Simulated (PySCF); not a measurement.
# EPR calculation of C₅H₁₁O₂Si

C₅H₁₁O₂Si, multiplicity 2, computed with UKS B3LYP, pcH-1 on C H O Si, non-relativistic, mean-field spin-orbit, GIAO (PySCF 2.14.0).

It belongs to a series of runs on one base structure; here: H removed from sp3 C.

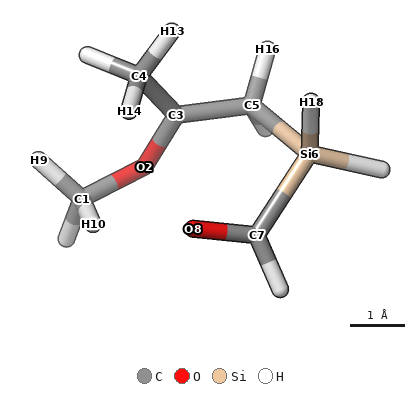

*The structure (stick view, seen at a tilt; atoms are numbered from 1 in the order of the input).*

Bond lengths as drawn: C–C 1.45 to 1.48 Å, C–H 1.09 to 1.10 Å, C–O 1.24 to 1.41 Å, C–Si 1.87 to 1.98 Å and H–Si 1.46 to 1.47 Å.

**Key numbers**

| quantity | value |
| --- | --- |
| outcome | converged |
| total energy | −637.044670 hartree |
| ⟨S²⟩ | 0.757 |
| isotropic g | 2.0032 |
| hardware | 1 CPU thread, shared host |
| wall time | 3.6 min |
| peak memory | 1.1 GiB |

**The input**
```
{"job": {"kind": "epr", "basis": "pcH-1"}, "charge": 0, "multiplicity": 2}
C     -1.762313    -1.103523     1.195826
O     -1.097402    -1.172624    -0.045668
C     -0.668314    -0.036268    -0.624402
C     -1.179048     1.301050    -0.230682
C      0.419353    -0.203453    -1.562989
Si     2.144476     0.261211    -0.704540
C      1.938598    -0.311102     1.066736
O      0.958853     0.071407     1.714680
H     -2.684707    -0.520212     1.134201
H     -1.094663    -0.662599     1.943275
H     -1.997658    -2.131436     1.466834
H     -2.270559     1.323536    -0.228490
H     -0.812313     2.050846    -0.925396
H     -0.836219     1.562043     0.774150
H      0.474409    -1.236365    -1.898775
H      0.328978     0.456260    -2.422089
H      3.272564    -0.366142    -1.389647
H      2.196224     1.723293    -0.815711
H      2.659939    -0.996670     1.545225
```

The first line tells a small driver script what to run in PySCF; the rest is the geometry in Å.

Launched with:
```bash
OMP_NUM_THREADS=1 python <driver script> task.json out
```

**The program's output**
```
UKS, coarse grid
  cycle   1  E = -636.79842853  |g| = 7.39e-01
  cycle   2  E = -634.26998408  |g| = 2.12e+00
  cycle   3  E = -636.92262119  |g| = 4.58e-01
  cycle   4  E = -637.00193702  |g| = 2.99e-01
  cycle   5  E = -637.03537268  |g| = 1.37e-01
  cycle   6  E = -637.03918257  |g| = 9.36e-02
  cycle   7  E = -637.04290343  |g| = 5.54e-02
  cycle   8  E = -637.04425474  |g| = 2.42e-02
  cycle   9  E = -637.04462689  |g| = 3.24e-03
  cycle  10  E = -637.04463469  |g| = 1.37e-03
  cycle  11  E = -637.04463695  |g| = 7.94e-04
UKS, final grid
  cycle   1  E = -637.04466892  |g| = 1.29e-03
  cycle   2  E = -637.04466540  |g| = 2.96e-03
  cycle   3  E = -637.04466995  |g| = 2.62e-04
  cycle   4  E = -637.04467000  |g| = 1.32e-04
  cycle   5  E = -637.04467003  |g| = 1.30e-04
  cycle   6  E = -637.04467004  |g| = 3.08e-05
  cycle   7  E = -637.04467004  |g| = 8.92e-06
E = -637.04467004 Eh   <S^2> = 0.7573 (exact 0.7500)
g shifts (ppm)      1          2          3
  rmc          -187       -187       -187
  gc             36          3         25
  oz_so         230        628       2367
  total          80        443       2206
hyperfine (MHz)  atom isotope    a_iso     a_fc   dipolar eigenvalues
    0   13C       7.21       7.22     -1.75     -1.00      2.76
    1   17O     -20.54     -20.58    -41.66     19.77     21.89
    2   13C      73.37      73.41    -61.65    -60.75    122.40
    3   13C     -25.59     -25.60     -1.09     -0.41      1.50
    4   13C     -16.55     -16.56     -5.98      1.37      4.61
    5  29Si    -104.51    -104.79    -30.27     14.43     15.85
    6   13C       1.95       1.99     -9.46     -7.94     17.40
    7   17O      -6.98      -7.00    -26.27     10.83     15.44
    8    1H       6.76       6.76     -2.54     -2.40      4.95
    9    1H      10.73      10.73     -3.25     -1.63      4.88
   10    1H      -1.38      -1.38     -2.56     -1.89      4.45
   11    1H      56.68      56.68     -3.52     -3.28      6.79
   12    1H       5.20       5.20     -4.14     -2.62      6.76
   13    1H      89.37      89.37     -3.84     -2.41      6.25
   14    1H      23.40      23.39     -4.20     -2.15      6.35
   15    1H      27.49      27.49     -3.73     -2.76      6.49
   16    1H      11.17      11.17     -3.09      0.30      2.79
   17    1H      -7.33      -7.33     -2.24     -0.43      2.68
   18    1H      -8.84      -8.84     -5.11     -1.00      6.11
```

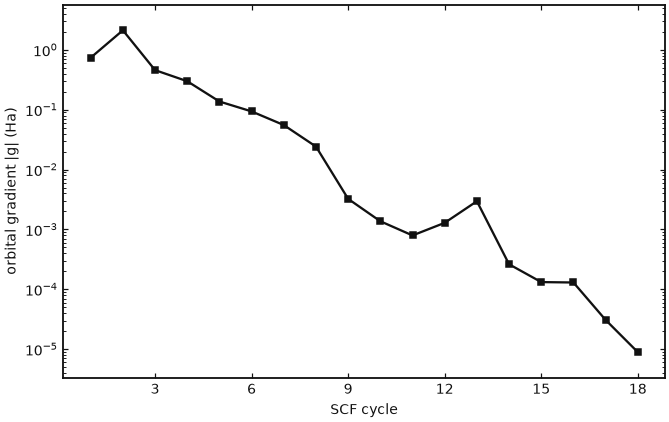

*Convergence of the self-consistent field: orbital gradient |g| against the SCF cycle.*

All cycles printed in the log are drawn one after another.

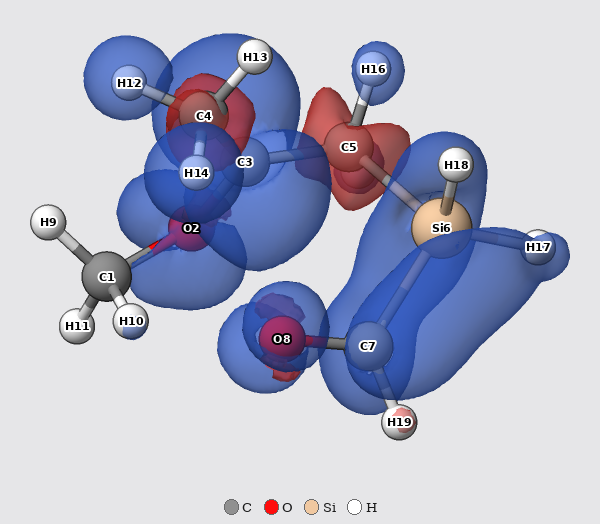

*Isosurfaces of the spin density (α minus β) at +0.008 (blue) and −0.008 e/Å³ (red), seen face on.*

The unpaired spin (1 electron) lies mostly on C3 (about 0.4), Si6 (about 0.1), O2 (about 0.1) and C7 (about 0.1), in electrons by Hirshfeld's partition.

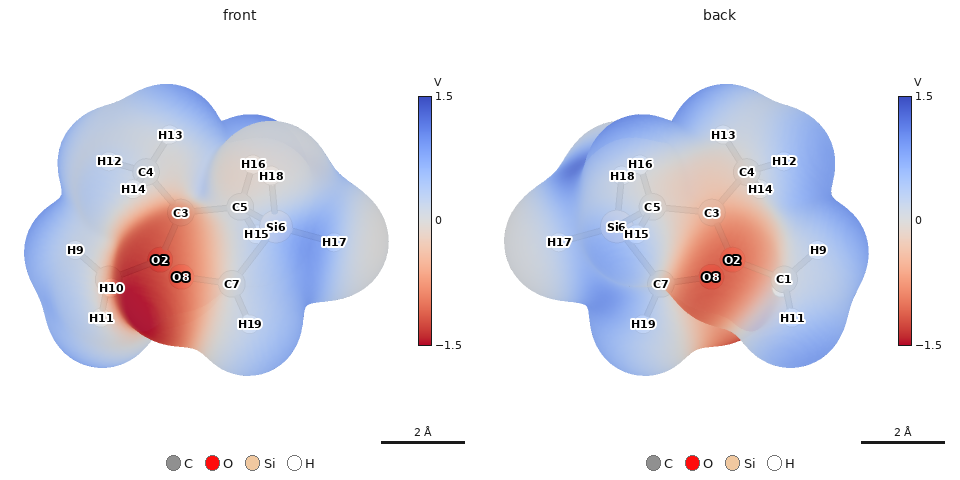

*The electrostatic potential painted on the density surface at 0.002 e/bohr³, seen at a tilt and from behind; the colour scale runs from red (negative) to blue (positive).*

A positive charge is drawn to the negative regions and a negative charge to the positive ones.

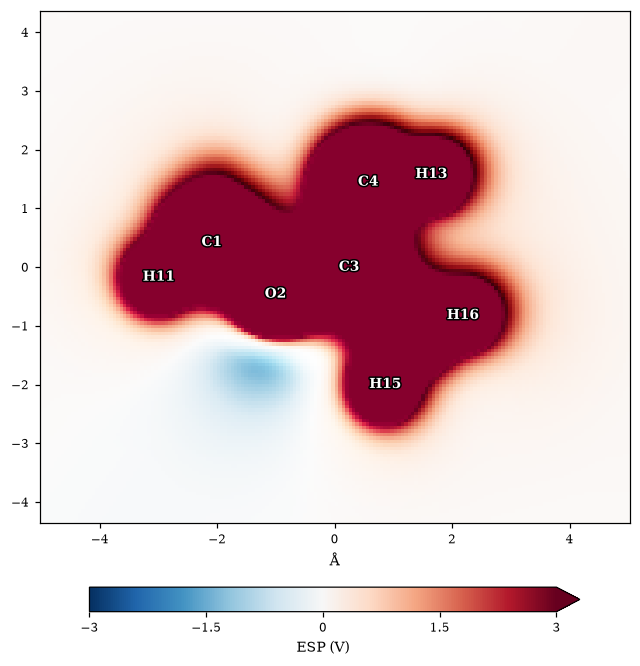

*Electrostatic potential on the plane of atoms C3, C4 and H13.*

The section cuts through C, O and H sites.
